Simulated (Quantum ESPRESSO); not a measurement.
# 1T-SnSe2, layer by layer, part 2 of 7

What does each added layer of 1T-SnSe2 bring in screening, and what does it do to the gap?

Quantum ESPRESSO 7.5; plane-wave DFT, PBE, GBRV ultrasoft pseudopotentials.

So far. Step 2 (Relaxing cell and ions, 1 layer):  The last row is no step: it is a fresh SCF in the final cell with a new plane-wave basis, +12 meV from the row before, a sign that the cell is biased by the basis (Pulay stress).

### 3. Ground state, 1 layer: no field

The zero-field run is the reference. tefield and dipfield are on already, so that all runs share k-points and boundary.

Level of this step: plane-wave DFT, PBE, GBRV ultrasoft pseudopotentials (Quantum ESPRESSO 7.5).

The input, n1.f0.in:

```
&control
  prefix = 'n1.f0'
  outdir = './out'
  pseudo_dir = './pseudo'
  calculation = 'scf'
  tprnfor = .true.
  tefield = .true.
  dipfield = .true.
/
&system
  ibrav = 0
  nat = 3
  ntyp = 2
  ecutwfc = 40
  ecutrho = 200
  occupations = 'smearing'
  smearing = 'fd'
  degauss = 0.004
  edir = 3
  emaxpos = 0.97
  eopreg = 0.04
  eamp = 0.0
  nbnd = 17
/
&electrons
  conv_thr = 1e-09
  mixing_beta = 0.4
  electron_maxstep = 120
  mixing_mode = 'plain'
/
ATOMIC_SPECIES
  Se  78.9710  se_pbe_v1.uspp.F.UPF
  Sn  118.7100  sn_pbe_v1.4.uspp.F.UPF
CELL_PARAMETERS angstrom
  3.80745224700000 0.00000000000000 0.00000000000000
  -1.90372612400000 3.29735037000000 0.00000000000000
  0.00000000000000 0.00000000000000 19.11048904300000
ATOMIC_POSITIONS crystal
  Se  0.666666666700 0.333333333300 0.415997193400
  Sn  0.000000000000 0.000000000000 0.500000000000
  Se  0.333333333300 0.666666666700 0.584002806600
K_POINTS automatic
  6 6 1 0 0 0
```

On the command line:

```sh
$ OMP_NUM_THREADS=1 mpirun -n 4 pw.x -nk 2 -in n1.f0.in > n1.f0.out
```

The program printed:

```text
[banner, memory and clock lines left out]
Program PWSCF v.7.5 starts
[citation notice left out]

[...]
bravais-lattice index     =            0
     lattice parameter (alat)  =       7.1950  a.u.
     unit-cell volume          =    1619.0787 (a.u.)^3
     number of atoms/cell      =            3
     number of atomic types    =            2
     number of electrons       =        26.00
     number of Kohn-Sham states=           17
     kinetic-energy cutoff     =      40.0000  Ry
     charge density cutoff     =     200.0000  Ry
     scf convergence threshold =      1.0E-09
     mixing beta               =       0.4000
     number of iterations used =            8  plain     mixing
     Exchange-correlation=  SLA  PW   PBX  PBC
                           (   1   4   3   4   0   0   0)

[...]
PseudoPot. # 1 for Se read from file:
     ./pseudo/se_pbe_v1.uspp.F.UPF
     Pseudo is Ultrasoft + core correction, Zval =  6.0
     Generated by new atomic code, or converted to UPF format
     Using radial grid of  877 points,  6 beta functions with:
                l(1) =   0
                l(2) =   0
                l(3) =   1
                l(4) =   1
                l(5) =   2
                l(6) =   2
     Q(r) pseudized with  8 coefficients,  rinner =    1.300   1.300   1.300
                                                       1.300   1.300

     PseudoPot. # 2 for Sn read from file:
     ./pseudo/sn_pbe_v1.4.uspp.F.UPF
     Pseudo is Ultrasoft + core correction, Zval = 14.0
     Generated by new atomic code, or converted to UPF format
     Using radial grid of  891 points,  6 beta functions with:
                l(1) =   0
                l(2) =   0
                l(3) =   1
                l(4) =   1
                l(5) =   2
                l(6) =   2
     Q(r) pseudized with  8 coefficients,  rinner =    1.350   1.350   1.350
                                                       1.350   1.350

     atomic species   valence    mass     pseudopotential
     Se                6.00    78.97100     Se( 1.00)
     Sn               14.00   118.71000     Sn( 1.00)

     No symmetry found

[...]
number of k points=    20  Fermi-Dirac smearing, width (Ry)=  0.0040
[...]
Dense  grid:    77263 G-vectors     FFT dimensions: (  36,  36, 180)

     Smooth grid:    55423 G-vectors     FFT dimensions: (  30,  30, 150)

     Initial potential from superposition of free atoms

     starting charge      24.9998, renormalised to      26.0000

     negative rho (up, down):  2.364E-04 0.000E+00

     Adding external electric field

     Computed dipole along edir(3) :
        Dipole                0.0000 Ry au,          0.0000 Debye
        Dipole field          0.0000 Ry au,

        Potential amp.       -0.0000 Ry
        Total length         34.6690 bohr

     Starting wfcs are   17 randomized atomic wfcs

     per-process dynamical memory:    39.4 Mb

     Self-consistent Calculation

     iteration #  1     ecut=    40.00 Ry     beta= 0.40
     Davidson diagonalization with overlap
     ethr =  1.00E-02,  avg # of iterations =  3.0

     negative rho (up, down):  1.198E-04 0.000E+00

     Adding external electric field

     Computed dipole along edir(3) :
        Dipole                0.0006 Ry au,          0.0015 Debye
        Dipole field          0.0000 Ry au,

        Potential amp.       -0.0003 Ry
        Total length         34.6690 bohr

     total energy              =    -246.42799594 Ry
     estimated scf accuracy    <       0.46763560 Ry

     iteration #  2     ecut=    40.00 Ry     beta= 0.40
[...]
negative rho (up, down):  1.880E-04 0.000E+00

[...]
Dipole               -0.0006 Ry au,         -0.0016 Debye
[...]
total energy              =    -246.50112422 Ry
     estimated scf accuracy    <       0.07488433 Ry

     iteration #  3     ecut=    40.00 Ry     beta= 0.40
[...]
negative rho (up, down):  2.562E-04 0.000E+00

[...]
Dipole                0.0027 Ry au,          0.0068 Debye
[...]
total energy              =    -246.51410605 Ry
     estimated scf accuracy    <       0.00788113 Ry

     iteration #  4     ecut=    40.00 Ry     beta= 0.40
[...]
negative rho (up, down):  3.267E-04 0.000E+00

[...]
Dipole               -0.0171 Ry au,         -0.0434 Debye
[...]
total energy              =    -246.51476451 Ry
     estimated scf accuracy    <       0.00165900 Ry

     iteration #  5     ecut=    40.00 Ry     beta= 0.40
[...]
negative rho (up, down):  3.388E-04 0.000E+00

[...]
Dipole                0.0029 Ry au,          0.0075 Debye
[...]
total energy              =    -246.51482726 Ry
     estimated scf accuracy    <       0.00100090 Ry

     iteration #  6     ecut=    40.00 Ry     beta= 0.40
[...]
negative rho (up, down):  3.567E-04 0.000E+00

[...]
Dipole                0.0005 Ry au,          0.0012 Debye
[...]
total energy              =    -246.51488966 Ry
     estimated scf accuracy    <       0.00010554 Ry

[...]
iteration #  9     ecut=    40.00 Ry     beta= 0.40
[...]
negative rho (up, down):  3.618E-04 0.000E+00

[...]
Dipole               -0.0000 Ry au,         -0.0001 Debye
[...]
total energy              =    -246.51494522 Ry
     estimated scf accuracy    <       0.00000099 Ry

     iteration # 10     ecut=    40.00 Ry     beta= 0.40
[...]
negative rho (up, down):  3.629E-04 0.000E+00

[...]
Dipole                0.0000 Ry au,          0.0000 Debye
[...]
total energy              =    -246.51494587 Ry
     estimated scf accuracy    <       0.00000016 Ry

     iteration # 11     ecut=    40.00 Ry     beta= 0.40
[...]
negative rho (up, down):  3.635E-04 0.000E+00

[...]
Dipole                0.0000 Ry au,          0.0000 Debye
[...]
total energy              =    -246.51494596 Ry
     estimated scf accuracy    <       0.00000001 Ry

     iteration # 12     ecut=    40.00 Ry     beta= 0.40
[...]
negative rho (up, down):  3.643E-04 0.000E+00

[...]
Dipole               -0.0000 Ry au,         -0.0000 Debye
[...]
End of self-consistent calculation

          k = 0.0000 0.0000 0.0000 (  6895 PWs)   bands (ev):

   -23.0912 -23.0912 -23.0520 -23.0413 -23.0413 -15.4705 -14.1539  -7.6202
    -3.1455  -2.3412  -2.3412  -1.9548  -1.9548  -0.2742   1.2587   2.7505
     2.7505

          k = 0.0000 0.1925 0.0000 (  6931 PWs)   bands (ev):

   -23.1011 -23.0807 -23.0497 -23.0436 -23.0411 -15.2059 -13.9715  -7.6957
    -4.0743  -3.1960  -3.0076  -2.9203  -1.9022   0.3681   1.9768   3.0648
     3.2871

[...]
the Fermi energy is    -1.5014 ev

!    total energy              =    -246.51494598 Ry
     estimated scf accuracy    <          5.5E-10 Ry
     smearing contrib. (-TS)   =      -0.00001552 Ry
     internal energy E=F+TS    =    -246.51493046 Ry

     The total energy is F=E-TS. E is the sum of the following terms:
     one-electron contribution =    -753.04375520 Ry
     hartree contribution      =     383.49228873 Ry
     xc contribution           =    -102.45372826 Ry
     ewald contribution        =     225.49026427 Ry
     electric field correction =       0.00000000 Ry

     convergence has been achieved in  12 iterations

     negative rho (up, down):  3.643E-04 0.000E+00

     Forces acting on atoms (cartesian axes, Ry/au):

     atom    1 type  1   force =    -0.00000011    0.00000283   -0.00336584
     atom    2 type  2   force =     0.00000009   -0.00000565   -0.00000802
     atom    3 type  1   force =     0.00000002    0.00000282    0.00337386

     Total force =     0.004766     Total SCF correction =     0.000023

[...]
```

Wall time 17 s (4 MPI ranks of Arm Neoverse V2, shared host); peak memory 0.51 GiB; 66 s of CPU time.

Numbers from this step:

| Property | Result |
| --- | --- |
| free energy | -3354.0067 eV |
| energy at zero smearing | -3354.0066 eV |
| Fermi energy | -1.501 eV |
| dipole along the normal | 0 e·Å |
| valence top, on the run's zero | -1.902 eV |
| conduction bottom, on the run's zero | -1.146 eV |
| gap by band count | 0.7565 eV |

The run needed 12 iterations to bring the estimated error under 1e-09 Ry; the largest force on any atom, held or free, is 0.09 eV/Å.

### 4. Potential by pp.x, 1 layer

The vacuum level is read from the electrostatic potential (plot_num = 11), averaged over planes.

The input, n1.f0.pot.in:

```
&inputpp
  prefix = 'n1.f0'
  outdir = './out'
  filplot = 'n1.f0.pot.dat'
  plot_num = 11
/
```

On the command line:

```sh
$ OMP_NUM_THREADS=1 mpirun -n 4 pp.x -in n1.f0.pot.in > n1.f0.pot.out
```

The program printed:

```text
[banner, memory and clock lines left out]
Program POST-PROC v.7.5 starts

          URL

     ./out/n1.f0.save/

     IMPORTANT: XC functional enforced from input :
     Exchange-correlation= PBE
                           (   1   4   3   4   0   0   0)
     Any further DFT definition will be discarded
     Please, verify this is what you really want

     negative rho (up, down):  3.643E-04 0.000E+00

     Adding external electric field

     Computed dipole along edir(3) :
        Dipole               -0.0000 Ry au,         -0.0000 Debye
        Dipole field         -0.0000 Ry au,

        Potential amp.        0.0000 Ry
        Total length         34.6690 bohr

     Calling punch_plot, plot_num =  11

     Adding external electric field

     Computed dipole along edir(3) :
        Dipole               -0.0000 Ry au,         -0.0000 Debye
        Dipole field         -0.0000 Ry au,

        Potential amp.        0.0000 Ry
        Total length         34.6690 bohr

     Writing data to file  n1.f0.pot.dat
     Message from routine chdens:
     namelist plot not found or invalid, exiting
```

Wall time 1 s (4 MPI ranks); peak memory 0.09 GiB.

Read from the output:

- slope of the potential above: 2.69e-5 eV/Å
- upper vacuum line continued to the top atoms, over the valence top: 5.926 eV
- slope of the potential below: -2.53e-5 eV/Å
- lower vacuum line continued to the bottom atoms, over the valence top: 5.926 eV
- vacuum level at the upper face over the valence top of the mesh: 5.926 eV
- vacuum level at the lower face over the valence top of the mesh: 5.926 eV

Electrostatic potential energy of an electron, with the sawtooth; zero at the highest filled level of the SCF mesh. The potential energy, planar mean by z:

```tsv
z (Å)	potential energy, planar mean (eV)
0	5.93
1	5.93
2	5.93
3	5.93
4	5.93
5	5.92
6	5.80
7	3.45
8	-10.7
9	-6.44
10	-7.82
11	-10.1
12	2.52
13	5.75
14	5.92
15	5.93
16	5.93
17	5.93
18	5.93
19	5.93
```

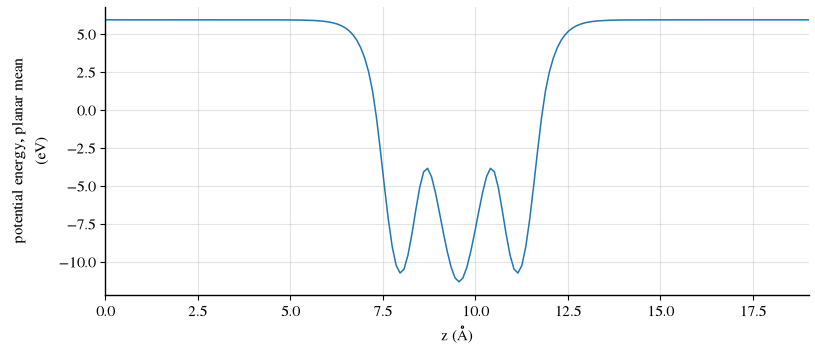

Potential energy, planar mean, plotted against z.

### 5. Self-consistent run, 1 layer: field 0.1 V/Å

eamp is the field in Hartree atomic units (1 a.u. = 51.42 V/Å). With dipfield on, it is the field in the vacuum beside an isolated sheet. The run starts from the density of the one before.

n1.f1.in is the input of step 3 with these lines changed:

```diff
@@ -1,3 +1,3 @@
 &control
-  prefix = 'n1.f0'
+  prefix = 'n1.f1'
   outdir = './out'
@@ -21,3 +21,3 @@
   eopreg = 0.04
-  eamp = 0.0
+  eamp = 0.00194469
   nbnd = 17
@@ -29,2 +29,3 @@
   mixing_mode = 'plain'
+  startingpot = 'file'
 /
```

On the command line:

```sh
$ cp -r out/n1.f0.save out/n1.f1.save
$ OMP_NUM_THREADS=1 mpirun -n 4 pw.x -nk 2 -in n1.f1.in > n1.f1.out
```

The program printed:

```text
[banner, memory and clock lines left out]
Program PWSCF v.7.5 starts
[...]
number of electrons       =        26.00
     number of Kohn-Sham states=           17
     kinetic-energy cutoff     =      40.0000  Ry
     charge density cutoff     =     200.0000  Ry
[...]
number of k points=    20  Fermi-Dirac smearing, width (Ry)=  0.0040
[...]
Dense  grid:    77263 G-vectors     FFT dimensions: (  36,  36, 180)
[...]
The initial density is read from file :
[...]
negative rho (up, down):  3.643E-04 0.000E+00
[...]
Starting wfcs are   17 randomized atomic wfcs
[...]
negative rho (up, down):  3.638E-04 0.000E+00
[...]
estimated scf accuracy    <       0.00979153 Ry
[...]
negative rho (up, down):  3.636E-04 0.000E+00
[...]
estimated scf accuracy    <       0.08102115 Ry
[...]
negative rho (up, down):  3.635E-04 0.000E+00
[...]
estimated scf accuracy    <       0.00002008 Ry
[...]
negative rho (up, down):  3.638E-04 0.000E+00
[...]
estimated scf accuracy    <       0.00000822 Ry
[...]
negative rho (up, down):  3.640E-04 0.000E+00
[...]
estimated scf accuracy    <       0.00000029 Ry
[...]
negative rho (up, down):  3.641E-04 0.000E+00
[...]
estimated scf accuracy    <       0.00000003 Ry
[...]
negative rho (up, down):  3.641E-04 0.000E+00
[...]
estimated scf accuracy    <          7.3E-09 Ry
[...]
negative rho (up, down):  3.641E-04 0.000E+00
[...]
estimated scf accuracy    <          1.4E-09 Ry
[...]
negative rho (up, down):  3.641E-04 0.000E+00
[...]
Computed dipole along edir(3) :
        Dipole                0.0698 Ry au,          0.1773 Debye
        Dipole field          0.0005 Ry au,
        E field amplitude [Ha a.u.]:  1.9447E-03
        Potential amp.        0.0973 Ry
        Total length         34.6690 bohr
[...]
the Fermi energy is    -1.4880 ev
!    total energy              =    -246.51508175 Ry
     estimated scf accuracy    <          2.6E-10 Ry
     smearing contrib. (-TS)   =      -0.00001553 Ry
     internal energy E=F+TS    =    -246.51506622 Ry
[...]
one-electron contribution =    -753.04301153 Ry
     hartree contribution      =     383.49163108 Ry
     xc contribution           =    -102.45371648 Ry
     ewald contribution        =     225.49026427 Ry
     electric field correction =      -0.00023355 Ry
     convergence has been achieved in   9 iterations
     negative rho (up, down):  3.641E-04 0.000E+00
[...]
Total force =     0.004964     Total SCF correction =     0.000107
[...]
```

Run time: 17 s. Hardware: 4 MPI ranks; peak memory 0.5 GiB.

This step gave:

- free energy: -3354.0086 eV
- energy at zero smearing: -3354.0084 eV
- Fermi energy: -1.488 eV
- dipole along the normal: 0.03691 e·Å
- valence top, on the run's zero: -1.889 eV
- conduction bottom, on the run's zero: -1.132 eV
- gap by band count: 0.7564 eV

[end of part 2 of 7]

[Logs are printed without paths, hosts, clocks, repeated set-up lines and the standing remarks that a program may print on its own settings, such as how far it seeks lower states.]

[Hosts, paths, dates, database ids (printed as entryN), source tags and the programs' standing remarks are cut or masked in the printed files.]

[Maps of the electrostatic potential energy from Ansatz leave out the sawtooth potential of an applied field or a dipole correction, so their vacuum need not be flat; planar profiles and work functions include it.]
